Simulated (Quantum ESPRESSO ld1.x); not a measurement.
Atomic calculation, with input and output: Yb

Yb, configuration typed as [Xe] 4f14 6s2. Computed at this level: radial all-electron Kohn-Sham run of Quantum ESPRESSO ld1.x with rel=2, dft='PZ' as typed.

### Input
```
 &input
    zed=70.0,
    iswitch=1,
    rel=2,
    dft='PZ',
    config='[Xe] 4f14 6s2',
    verbosity='high',
    lsmall=.true.,
    atom='Yb',
    prefix='ld1',
    max_out_wfc=37,
    file_charge='ld1.rho',
 /
```

Hardware: 1 CPU thread, shared host.

Launched with:
```bash
OMP_NUM_THREADS=1 ld1.x < ld1.in > ld1.out
```

### Output
```
     Program LD1 v.7.5 starts

 state nlj           4           3   2.5000000000000000       not converged
 state nlj           4           3   3.5000000000000000       not converged
 state nlj           4           3   2.5000000000000000       not converged
 state nlj           4           3   3.5000000000000000       not converged
 state nlj           6           0  0.50000000000000000       not converged
 classical turning point too close to mesh           4           3           3
 classical turning point too close to mesh           4           3          -4
     --------------------------- All-electron run ----------------------------

     dirac relativistic calculation

     atomic number is 70.00
     dft =PZ   lsd =0 sic =0 latt =0  beta=0.20 tr2=1.0E-14
     Exchange-correlation= PZ
                           (   1   1   0   0   0   0   0)
     mesh =2107 r(mesh) =  99.43506 a.u. xmin = -8.00 dx = 0.00800
     1 Ry =  13.60569312 eV, c = 137.03599908

     n l j   nl                  e(Ry)          e(Ha)          e(eV)
     Spin orbit split results
     1 0 0.5 1S 1( 2.00)   -4491.869255608   -2245.934627804 -61114.9946404
     2 0 0.5 2S 1( 2.00)    -760.662878844    -380.331439422 -10349.3456996
     2 1 0.5 2P 1( 2.00)    -725.733887792    -362.866943896  -9874.1125663
     2 1 1.5 2P 1( 4.00)    -648.858911777    -324.429455888  -8828.1752338
     3 0 0.5 3S 1( 2.00)    -171.406819325     -85.703409662  -2332.1085829
     3 1 0.5 3P 1( 2.00)    -155.971128382     -77.985564191  -2122.0953088
     3 1 1.5 3P 1( 4.00)    -139.659274913     -69.829637456  -1900.1612362
     4 0 0.5 4S 1( 2.00)     -33.677200866     -16.838600433   -458.2016602
     4 1 0.5 4P 1( 2.00)     -27.434833801     -13.717416900   -373.2699296
     4 1 1.5 4P 1( 4.00)     -23.726270741     -11.863135371   -322.8123587
     3 2 1.5 3D 1( 4.00)    -113.315484629     -56.657742314  -1541.7357099
     3 2 2.5 3D 1( 6.00)    -109.748643997     -54.874321998  -1493.2063709
     5 0 0.5 5S 1( 2.00)      -4.041836918      -2.020918459    -54.9919928
     5 1 0.5 5P 1( 2.00)      -2.351562211      -1.175781105    -31.9946338
     5 1 1.5 5P 1( 4.00)      -1.900044513      -0.950022256    -25.8514226
     4 2 1.5 4D 1( 4.00)     -13.446365150      -6.723182575   -182.9471178
     4 2 2.5 4D 1( 6.00)     -12.771253070      -6.385626535   -173.7617501
     4 3 2.5 4F 1( 6.00)      -0.293070437      -0.146535219     -3.9874264
     4 3 3.5 4F 1( 8.00)      -0.196088661      -0.098044331     -2.6679222
     6 0 0.5 6S 1( 2.00)      -0.300440555      -0.150220277     -4.0877020
     Averaged results
     1 0     1S 1( 2.00)   -4491.869255608   -2245.934627804 -61114.9946404
     2 0     2S 1( 2.00)    -760.662878844    -380.331439422 -10349.3456996
     2 1     2P 1( 6.00)    -674.483903782    -337.241951891  -9176.8210113
     3 0     3S 1( 2.00)    -171.406819325     -85.703409662  -2332.1085829
     3 1     3P 1( 6.00)    -145.096559403     -72.548279701  -1974.1392604
     4 0     4S 1( 2.00)     -33.677200866     -16.838600433   -458.2016602
     4 1     4P 1( 6.00)     -24.962458428     -12.481229214   -339.6315490
     3 2     3D 1(10.00)    -111.175380250     -55.587690125  -1512.6181065
     5 0     5S 1( 2.00)      -4.041836918      -2.020918459    -54.9919928
     5 1     5P 1( 6.00)      -2.050550412      -1.025275206    -27.8991596
     4 2     4D 1(10.00)     -13.041297902      -6.520648951   -177.4358972
     4 3     4F 1(14.00)      -0.237652280      -0.118826140     -3.2334240
     6 0     6S 1( 2.00)      -0.300440555      -0.150220277     -4.0877020

     final scf error:  6.9E-15 reached in  39 iterations

     Etot =  -28134.617694 Ry,  -14067.308847 Ha, -382790.974472 eV

     Ekin =   31254.872066 Ry,   15627.436033 Ha,  425244.197933 eV
     Encl =  -69890.434217 Ry,  -34945.217108 Ha, -950907.800186 eV
     Eh   =   11072.771491 Ry,    5536.385745 Ha,  150652.730925 eV
     Exc  =    -571.827034 Ry,    -285.913517 Ha,   -7780.103144 eV

     normalization and overlap integrals

     s(1S/1S) =  1.000000  <r> =   0.0197  <r2> =    0.0005  r(max) =   0.0124
     LC norm =  0.93107958 + SC norm =  0.06892042 =  1.00000000
     s(1S/2S) = -0.000000
     s(1S/3S) = -0.000000
     s(1S/4S) =  0.000000
     s(1S/5S) =  0.000000
     s(1S/6S) =  0.000000
     s(2S/2S) =  1.000000  <r> =   0.0828  <r2> =    0.0082  r(max) =   0.0708
     LC norm =  0.98453732 + SC norm =  0.01546268 =  1.00000000
     s(2S/3S) =  0.000000
     s(2S/4S) =  0.000000
     s(2S/5S) =  0.000000
     s(2S/6S) =  0.000000
     s(2P/2P) =  1.000000  <r> =   0.0687  <r2> =    0.0059  r(max) =   0.0535
     LC norm =  0.98446536 + SC norm =  0.01553464 =  1.00000000
     s(2P/3P) =  0.000000
     s(2P/4P) =  0.000000
     s(2P/5P) =  0.000000
     s(2P/2P) =  1.000000  <r> =   0.0762  <r2> =    0.0071  r(max) =   0.0593
     LC norm =  0.98581597 + SC norm =  0.01418403 =  1.00000000
     s(2P/3P) =  0.000000
     s(2P/4P) =  0.000000
     s(2P/5P) =  0.000000
     s(3S/3S) =  1.000000  <r> =   0.2165  <r2> =    0.0537  r(max) =   0.2002
     LC norm =  0.99498214 + SC norm =  0.00501786 =  1.00000000
     s(3S/4S) =  0.000000
     s(3S/5S) =  0.000000
     s(3S/6S) =  0.000000
     s(3P/3P) =  1.000000  <r> =   0.2062  <r2> =    0.0495  r(max) =   0.1878
     LC norm =  0.99503446 + SC norm =  0.00496554 =  1.00000000
     s(3P/4P) =  0.000000
     s(3P/5P) =  0.000000
     s(3P/3P) =  1.000000  <r> =   0.2203  <r2> =    0.0563  r(max) =   0.2002
     LC norm =  0.99542086 + SC norm =  0.00457914 =  1.00000000
     s(3P/4P) =  0.000000
     s(3P/5P) =  0.000000
     s(4S/4S) =  1.000000  <r> =   0.4880  <r2> =    0.2693  r(max) =   0.4563
     LC norm =  0.99837170 + SC norm =  0.00162830 =  1.00000000
     s(4S/5S) =  0.000000
     s(4S/6S) =  0.000000
     s(4P/4P) =  1.000000  <r> =   0.4957  <r2> =    0.2801  r(max) =   0.4563
     LC norm =  0.99845690 + SC norm =  0.00154310 =  1.00000000
     s(4P/5P) =  0.000000
     s(4P/4P) =  1.000000  <r> =   0.5284  <r2> =    0.3180  r(max) =   0.4865
     LC norm =  0.99860609 + SC norm =  0.00139391 =  1.00000000
     s(4P/5P) =  0.000000
     s(3D/3D) =  1.000000  <r> =   0.1936  <r2> =    0.0440  r(max) =   0.1587
     LC norm =  0.99553349 + SC norm =  0.00446651 =  1.00000000
     s(3D/4D) =  0.000000
     s(3D/3D) =  1.000000  <r> =   0.1979  <r2> =    0.0459  r(max) =   0.1613
     LC norm =  0.99564202 + SC norm =  0.00435798 =  1.00000000
     s(3D/4D) = -0.000000
     s(5S/5S) =  1.000000  <r> =   1.2086  <r2> =    1.6491  r(max) =   1.0741
     LC norm =  0.99967486 + SC norm =  0.00032514 =  1.00000000
     s(5S/6S) =  0.000000
     s(5P/5P) =  1.000000  <r> =   1.3689  <r2> =    2.1415  r(max) =   1.1636
     LC norm =  0.99974782 + SC norm =  0.00025218 =  1.00000000
     s(5P/5P) =  1.000000  <r> =   1.4912  <r2> =    2.5468  r(max) =   1.2605
     LC norm =  0.99978678 + SC norm =  0.00021322 =  1.00000000
     s(4D/4D) =  1.000000  <r> =   0.5536  <r2> =    0.3564  r(max) =   0.4865
     LC norm =  0.99879401 + SC norm =  0.00120599 =  1.00000000
     s(4D/4D) =  1.000000  <r> =   0.5652  <r2> =    0.3714  r(max) =   0.4944
     LC norm =  0.99883418 + SC norm =  0.00116582 =  1.00000000
     s(4F/4F) =  1.000000  <r> =   0.7778  <r2> =    0.8476  r(max) =   0.4788
     LC norm =  0.99929143 + SC norm =  0.00070857 =  1.00000000
     s(4F/4F) =  1.000000  <r> =   0.8039  <r2> =    0.9267  r(max) =   0.4865
     LC norm =  0.99931401 + SC norm =  0.00068599 =  1.00000000
     s(6S/6S) =  1.000000  <r> =   3.8702  <r2> =   17.1317  r(max) =   3.2140
     LC norm =  0.99997021 + SC norm =  0.00002979 =  1.00000000

     LC charge = 69.62558751 + SC charge =  0.37441249 = 70.00000000

     ------------------------ End of All-electron run ------------------------
```

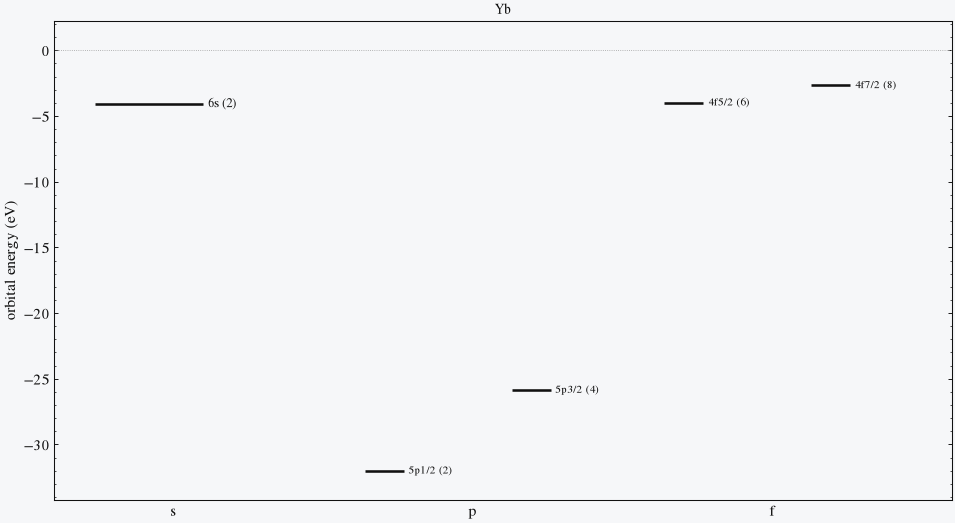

Fig. 1: The outer levels are drawn by angular momentum (occupations in brackets, the lower j at the left of each column). They are the filled levels of this odd run. The highest occupied level is 4f7/2 at −2.67 eV. From the top down the occupied levels run 4f7/2 (−2.67 eV), 4f5/2 (−3.99 eV), 6s (−4.09 eV), 5p3/2 (−25.9 eV), 5p1/2 (−32.0 eV). Spin-orbit splittings: 4f 1.32 eV, 5p 6.14 eV.

### Outcome

```
                   quantity                value
                    outcome            converged
               total energy  −14067.3088 hartree
             kinetic energy   15627.4360 hartree
    electron–nucleus energy  −34945.2171 hartree
             Hartree energy    5536.3857 hartree
exchange–correlation energy  −285.913517 hartree
             SCF iterations                   39
                  wall time                1.5 s
```

### What is odd here

One thing in this input was made odd on purpose: atom and zed both given. The program ran to the end, and its total energy equals that of the same run with the usual input (−14067.30885 hartree) within 10⁻⁵ hartree, so the oddity leaves no trace in it.
